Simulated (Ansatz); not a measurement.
O$_{2}$PS (SMILES O=PO[S]) (doublet)

```xyz
4

O     0.9224    1.2658    0.3256
O    -1.0768   -0.4081    0.4565
P     0.0771    0.5046    1.2760
S    -1.4315   -0.3623   -1.1780
```

Geometry: B3LYP-D3(BJ)/def2-SVP.

Theory: isolated molecule in a Gaussian basis; Kohn-Sham density functional theory, functional PBE0 in Ansatz.

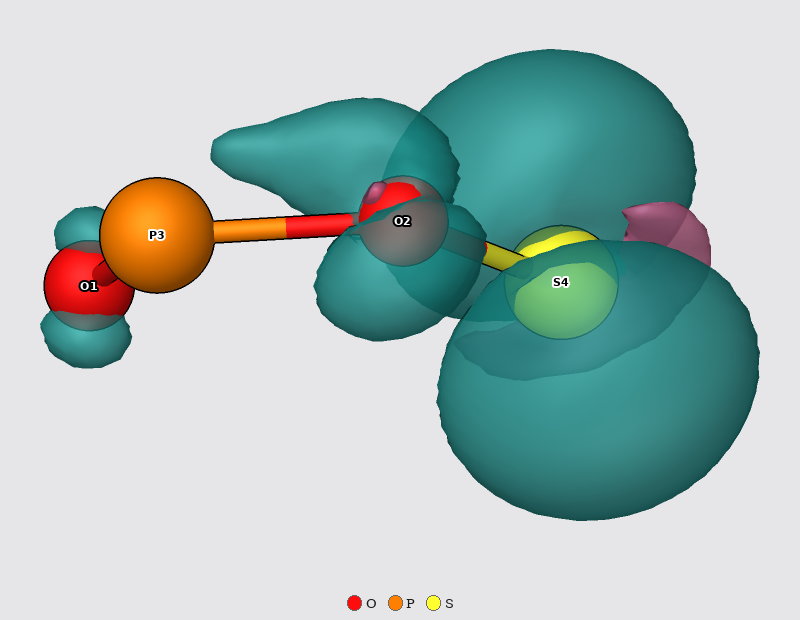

Figure 1. Isosurfaces of the spin density at +0.02 (teal) and −0.02 e/Å³ (pink), seen from one side.

### Which atoms carry the spin?

The unpaired spin (1 electron) lies mostly on S4 (about 0.9) and O2 (about 0.1), in electrons by Hirshfeld's partition.

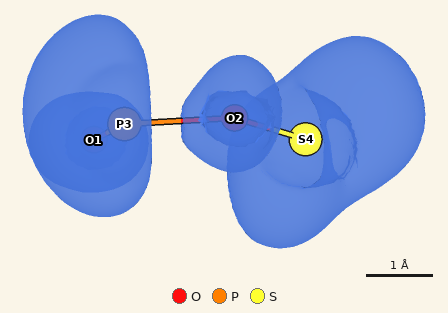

Figure 2. Isosurface of the electron localisation function at 0.75 (blue), seen from one side. Core shells and regions of very low density are left out.

### What do the ELF domains correspond to?

The surface consists of one region on O in which the atom's valence shell and bonds are merged, one ring or bowl of non-bonding electrons around S, one lobe on P, pointing away from the bonds (non-bonding electrons) and one region wrapped around O (its lone pairs, merged into a ring or cap).


P–O (1.48 Å): the ELF peaks at about 0.85 between the atoms (a short, strongly polar bond). S–O (1.67 Å): the ELF peaks at about 0.80 between the atoms, as expected for a polar covalent bond.

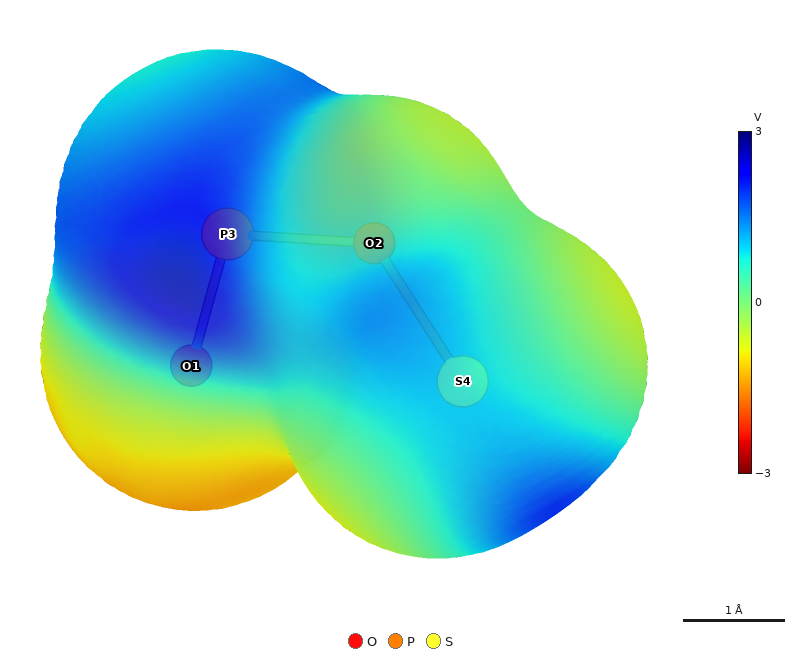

Figure 3. The molecular electrostatic potential painted on the density surface at 0.004 e/bohr³, seen at a tilt; red is negative and blue positive.

### Which sites attract a positive test charge, and which a negative one?

A positive charge is drawn to the negative regions and a negative charge to the positive ones. The most negative region (about −1.5 V) lies over O1, the most positive (about +2.5 V) over P3. O1 is the likeliest acceptor of a hydrogen bond.

### What dipole moment does the calculation give?

Its dipole moment is 1.55 D.
